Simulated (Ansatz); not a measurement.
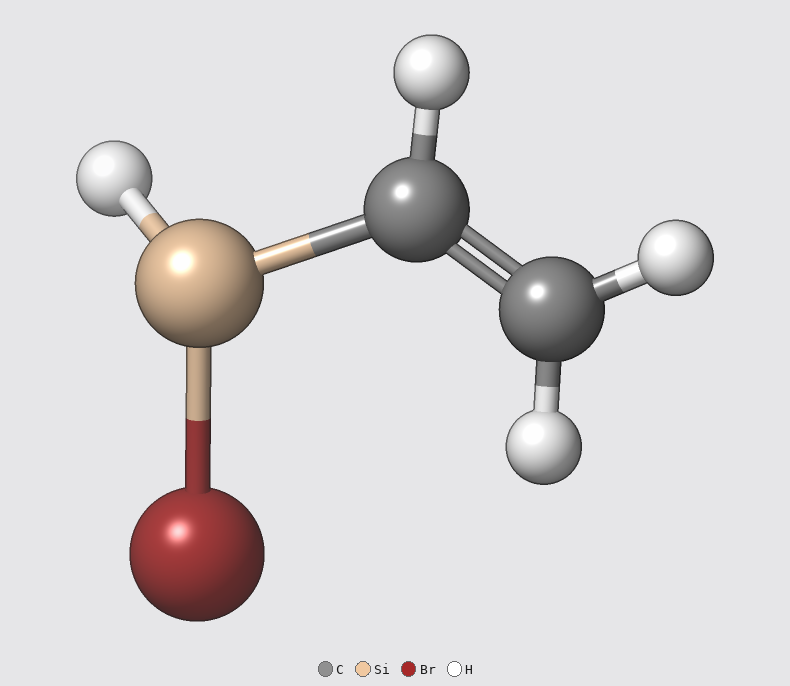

Ball-and-stick drawing of a structure. Multiple sticks mark multiple bonds (one Kekulé form).

The species is neutral and a spin doublet. The computed structure is the end point of a PBE0-D4/def2-TZVP optimisation.

> Count the atoms of each element.

C2H4BrSi, 8 atoms: 2 carbon, 4 hydrogen, 1 bromine and 1 silicon.

> Does it have rings?

It has no ring.

> How many atoms are distinct by symmetry?

8: 1 C, 1 C, 1 Si, 1 Br, 1 H, 1 H, 1 H, 1 H.

> Name functional groups in it.

Among them: alkene, Si–H bond.

The parts below concern this one geometry. Atoms keep their numbers from picture to picture.

## Shape

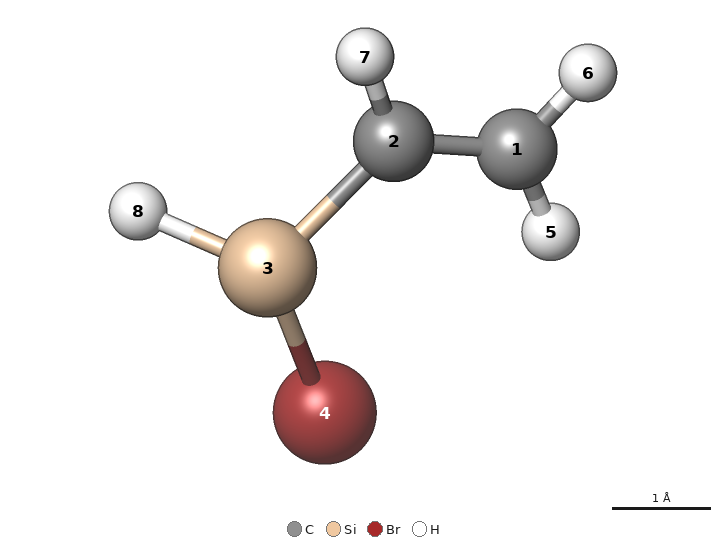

Numbered structure.

Give these bond angles: C2–C1–H5, C2–C1–H6, H5–C1–H6, C1–C2–Si3, C1–C2–H7, Si3–C2–H7, C2–Si3–Br4, C2–Si3–H8, Br4–Si3–H8.

| angle | degrees |
| --- | --- |
| C2–C1–H5 | 121.6 |
| C2–C1–H6 | 121.8 |
| H5–C1–H6 | 116.6 |
| C1–C2–Si3 | 125.5 |
| C1–C2–H7 | 118.7 |
| Si3–C2–H7 | 115.7 |
| C2–Si3–Br4 | 111.5 |
| C2–Si3–H8 | 112.3 |
| Br4–Si3–H8 | 108.9 |

## Charges

The questions are on Mulliken charges. Level of theory: UKS ωB97M-V/def2-TZVPP (Ansatz 0.2.0).

> Which atom carries the highest charge (most positive or least negative)?

Si3 (0.26 e).

> And the lowest?

C2 (−0.20 e).

List the Mulliken charges.

| atom | value (e) |
| --- | --- |
| C1 | −0.18 |
| C2 | −0.20 |
| Si3 | 0.26 |
| Br4 | −0.19 |
| H5 | 0.10 |
| H6 | 0.11 |
| H7 | 0.10 |
| H8 | 0.00 |

## Levels of theory compared

Program: Ansatz 0.2.0.

Compare HOMO energy (eV), dipole (D) at these levels: B3LYP-D4/def2-TZVPP; PBE-D4/def2-TZVPP; r2SCAN-D4/def2-TZVPP; ωB97M-V/def2-TZVPP.

| level | HOMO energy (eV) | dipole (D) |
| --- | --- | --- |
| B3LYP-D4/def2-TZVPP | −5.75 | 1.64 |
| PBE-D4/def2-TZVPP | −4.97 | 1.52 |
| r2SCAN-D4/def2-TZVPP | −5.30 | 1.62 |
| ωB97M-V/def2-TZVPP | −7.73 | 1.69 |

## Thermal motion

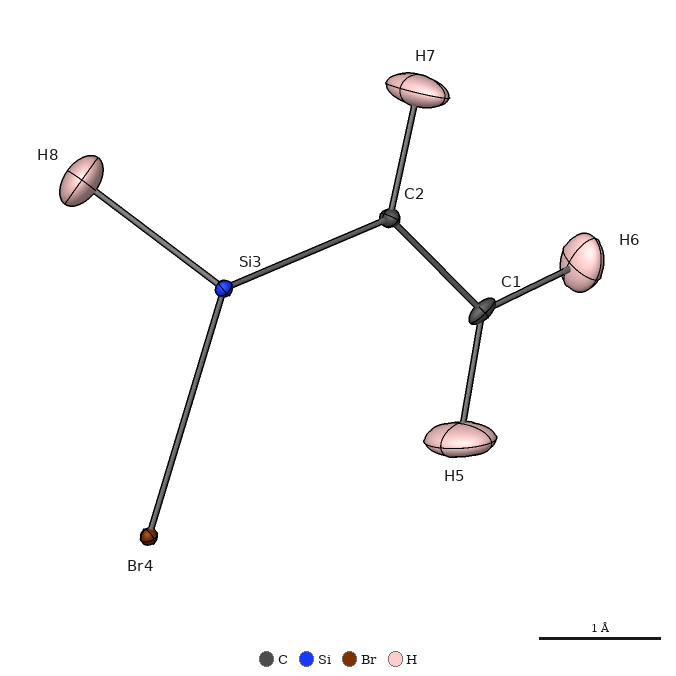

Displacement ellipsoids at the 50 % level, from the internal vibrations of the free molecule (harmonic, no overall translation or rotation; no half-axis is drawn under 0.075 Å). Vibrations computed with UKS PBE0-D4/def2-TZVP (Ansatz 0.2.0). Temperature: 100 K.

> Which atom has the largest mean-square displacement?

H5, with U_eq = 0.0274 Å².

> Does H7 move more along its bond or across it?

Across it: the root-mean-square amplitude is 0.086 Å along the bond and up to 0.226 Å across, since bending and torsion are softer than stretching.

Give the displacement parameters, one line for each set of equivalent atoms.

```tsv
atom	U_eq (Å²)	rms amplitudes (Å)
C1	0.0037	0.031, 0.043, 0.091
C2	0.0028	0.031, 0.053, 0.069
Si3	0.0011	0.027, 0.030, 0.042
Br4	0.00026	0.006, 0.010, 0.025
H5	0.0274	0.089, 0.165, 0.217
H6	0.0192	0.091, 0.150, 0.164
H7	0.0247	0.086, 0.125, 0.226
H8	0.0222	0.093, 0.153, 0.186
```

## Vibrations

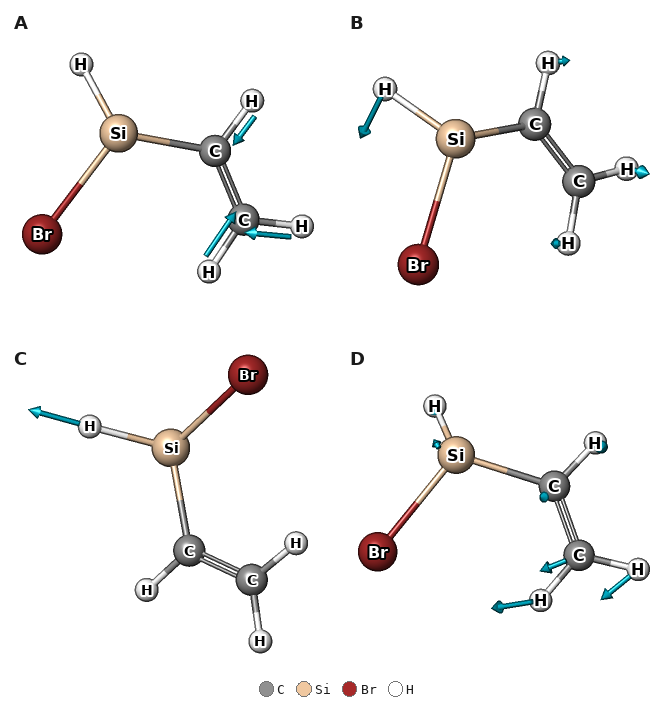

4 normal modes of one molecule or complex, as arrows. Harmonic vibrations computed with UKS PBE0-D4/def2-TZVP (Ansatz 0.2.0) at a stationary point of the same level.

> Match the panels to the wavenumbers 115 cm⁻¹, 618 cm⁻¹, 2202 cm⁻¹, 3144 cm⁻¹.

A: 3144 cm⁻¹, in-phase stretching of 3 C–H bonds
B: 618 cm⁻¹, Br–Si–H bending
C: 2202 cm⁻¹, Si–H stretching
D: 115 cm⁻¹, a torsion or out-of-plane motion in which bond lengths and bond angles hardly change

Mulliken values depend strongly on the basis set and can even reverse the polarity of a bond.
